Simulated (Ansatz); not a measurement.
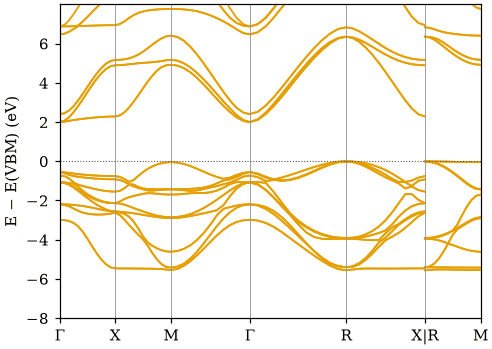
Figure: Band structure from PBEsol with spin–orbit coupling in the plane-wave PAW code Ansatz

Task: Read off the gap and where the band edges lie.

Result: About 2.0 eV (2.00 eV by a search for the band edges); maximum at R, minimum at Γ.

The material is KTaO3 (cubic perovskite, Pm-3m).

The PBEsol relaxation kept the symmetry of its start. The run is not spin-polarised.

Potentials: the later of the program's two PAW sets.
